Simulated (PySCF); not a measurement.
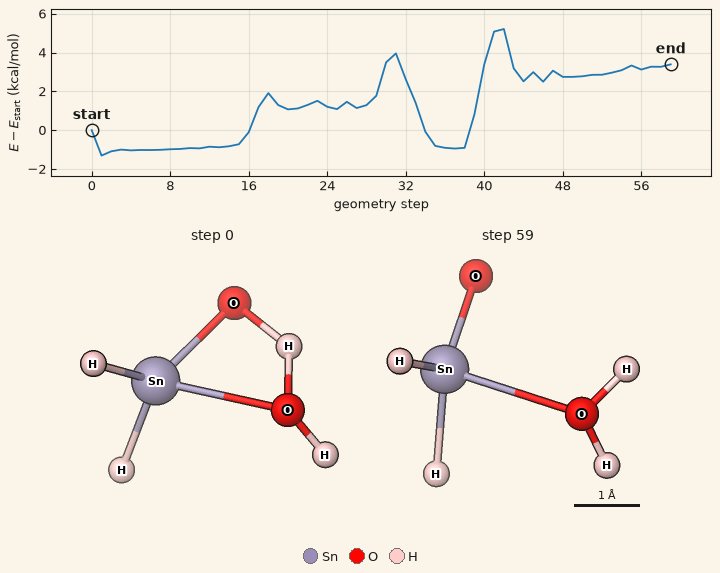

First and last geometry of a relaxation of SnH4O2 (coarse preliminary run), with the history of the run. Style: ball-and-stick. Shown face on.

The reaction that was planned forms O2–H4 and breaks Sn1–O2, O3–H4 (atoms numbered from 1 in input order).

Computed with RKS PBE0-D4/def2-SVP, partitioned rational-function steps on a Bofill-updated Hessian in PySCF 2.14.0. 

What do the curves and the structures tell?

Answer. The relaxation stopped without meeting its thresholds, so the last structure isn't shown to be converged. Over 59 geometry steps the energy rises by 3.39 kcal/mol. The largest move after the best rigid fit is that of an O atom, 1.08 Å. Largest moves by element: O 1.08 Å, H 1.01 Å, Sn 0.26 Å. Some distances before and after: H–O 1.309 → 3.377 Å, H–O 1.247 → 0.981 Å, O–Sn 2.256 → 2.452 Å, H–Sn 1.693 → 1.722 Å. Bond angles that change, for instance: Sn–O–H 68.2° → 112.0°, O–Sn–O 70.4° → 103.0°, O–Sn–H 107.7° → 86.7°.

| step | E − E(0), kcal/mol |
| --- | --- |
| 0 | 0.00 |
| 1 | -1.31 |
| 2 | -1.09 |
| 3 | -1.00 |
| 4 | -1.04 |
| 5 | -1.02 |
| 6 | -1.02 |
| 7 | -1.01 |
| 8 | -0.98 |
| 9 | -0.97 |
| 10 | -0.92 |
| 13 | -0.88 |
| 15 | -0.72 |
| 18 | 1.91 |
| 20 | 1.07 |
| 23 | 1.51 |
| 25 | 1.08 |
| 28 | 1.29 |
| 31 | 3.95 |
| 33 | 1.42 |
| 36 | -0.91 |
| 38 | -0.91 |
| 41 | 5.08 |
| 44 | 2.51 |
| 46 | 2.50 |
| 49 | 2.74 |
| 51 | 2.85 |
| 54 | 3.09 |
| 56 | 3.12 |
| 59 | 3.39 |
